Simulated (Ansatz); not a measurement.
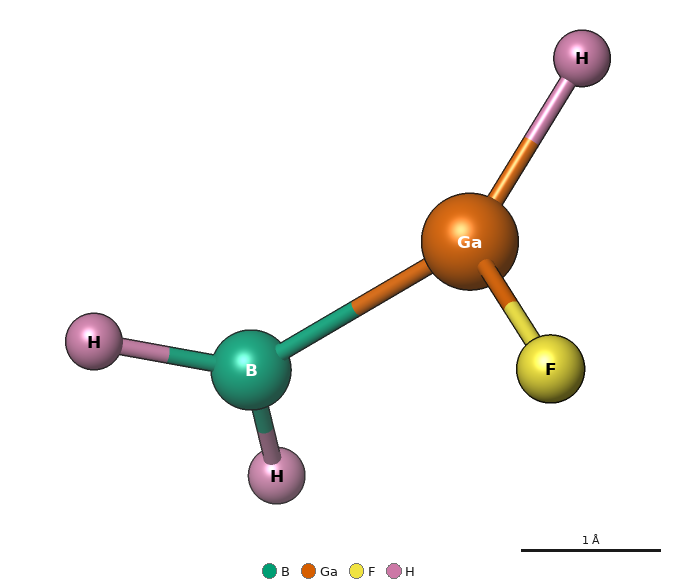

The picture shows a molecular structure as a ball-and-stick model. Every bond is drawn as one stick, whatever its order.

Computed geometry: PBE0-D4/def2-TZVP optimisation. No frequency run is at hand to confirm it as a minimum.

**What is the molecular formula?**

BFGaH3, 6 atoms: 1 boron, 1 fluorine, 1 gallium and 3 hydrogen.

**How many sets of symmetry-equivalent atoms are there?**

5: 1 B, 1 Ga, 1 F, 2 H, 1 H.

**What is the point group of this geometry?**

Cs.

The parts below concern this one geometry. Atoms keep their numbers from picture to picture.

## Geometry

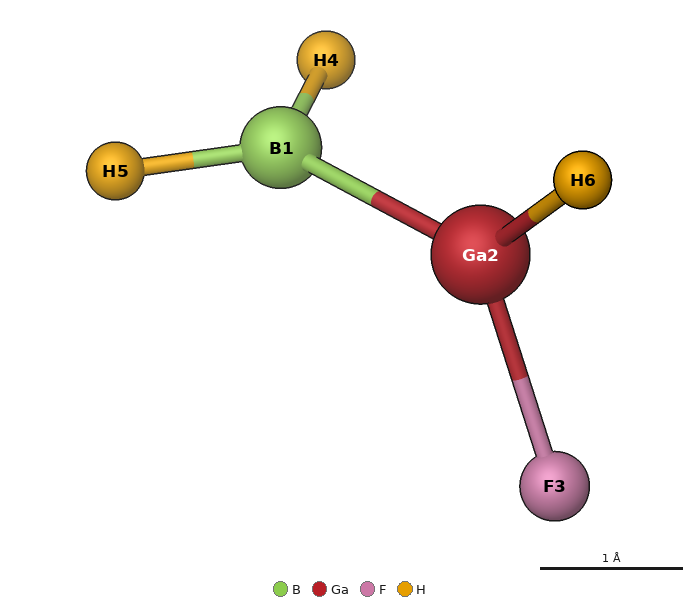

Atoms carry their numbers in the input. No frequency run is at hand to confirm it as a minimum.

Which atoms are bonded, and how long are the bonds?

| bond | length (Å) |
| --- | --- |
| B1–Ga2 | 2.080 |
| B1–H4 | 1.196 |
| B1–H5 | 1.196 |
| Ga2–F3 | 1.771 |
| Ga2–H6 | 1.565 |

## Electronic properties

No frequency run is at hand to confirm it as a minimum. Properties computed with RKS PBE0-D4/def2-TZVPP (Ansatz 0.2.0).

**Give the HOMO energy (Kohn–Sham orbital) at this level.**

−8.02 eV.

**Give the LUMO energy (Kohn–Sham orbital) at this level.**

−2.75 eV.

## Dipole moment

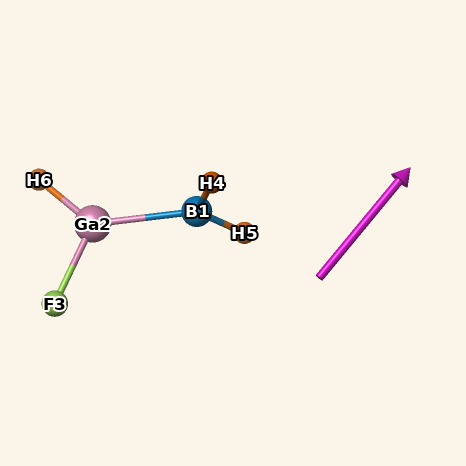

The arrow beside the molecule shows the direction of the dipole moment, from the negative to the positive end (its length means nothing). No frequency run is at hand to confirm it as a minimum. Level of theory: RKS PBE0-D4/def2-TZVP (Ansatz 0.2.0).

**Estimate the dipole moment.**

2.61 D; it points from the side of F3 to the side of H4, H5 (the outermost atoms at the two ends).

## Charges

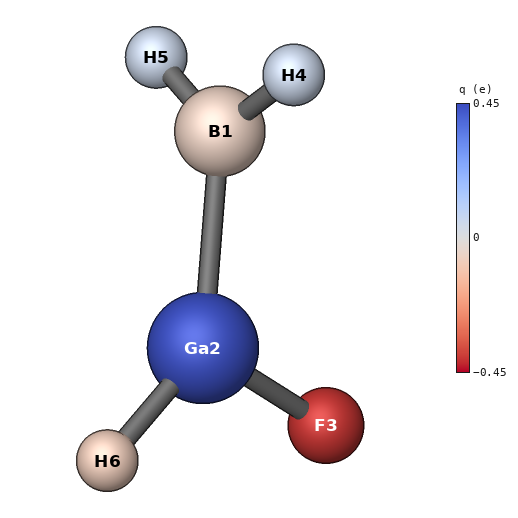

Atoms are coloured by their Mulliken charges. No frequency run is at hand to confirm it as a minimum. Method: RKS PBE0-D4/def2-TZVP (Ansatz 0.2.0).

List the Mulliken charges.

| atom | value (e) |
| --- | --- |
| B1 | −0.06 |
| Ga2 | 0.43 |
| F3 | −0.40 |
| H4 | 0.05 |
| H5 | 0.05 |
| H6 | −0.08 |

Mulliken values depend strongly on the basis set and can even reverse the polarity of a bond.
